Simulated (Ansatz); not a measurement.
```xyz
8

B    -0.0011    0.3147    0.0224
H    -0.2288    0.7672    1.1311
H     1.1130    0.1430   -0.4380
F    -1.0427    0.0651   -0.7674
P     0.2294   -2.9084    1.1567
H    -0.6998   -2.7008    0.0764
H     1.3593   -2.5401    0.3434
H     0.0550   -1.5632    1.6528
```

All numbers below come from Ansatz, RKS PBE-D4/def2-SVP.

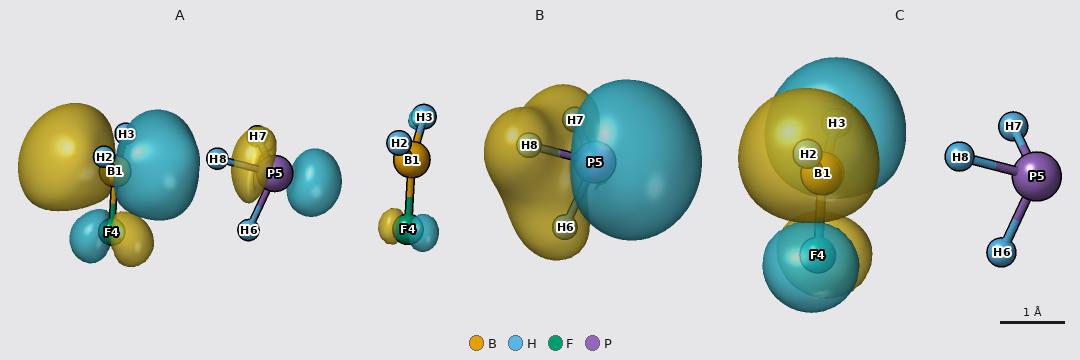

BFH$_{2}$···PH$_{3}$. Three frontier orbitals at ±0.1 Å⁻³ᐟ² (yellow and cyan are the two phases), in no order.

> Order the three orbitals by energy and name them.

C is the HOMO−1 (−7.53 eV). Its weight (Hirshfeld) is mainly on B1 (about 30 %), F4 (about 25 %), H2 (about 20 %) and H3 (about 20 %). B is the HOMO (−6.88 eV). By Hirshfeld shares it lies mainly on P5 (about 80 %), H7 (about 5 %) and H6 (about 5 %); largely a lone pair of P5. A is the LUMO (−2.01 eV). Its weight (Hirshfeld) is mainly on B1 (about 60 %), F4 (about 15 %), P5 (about 10 %), H2 (about 5 %) and H3 (about 5 %).

> What is the HOMO–LUMO gap?

4.87 eV between the orbital energies.
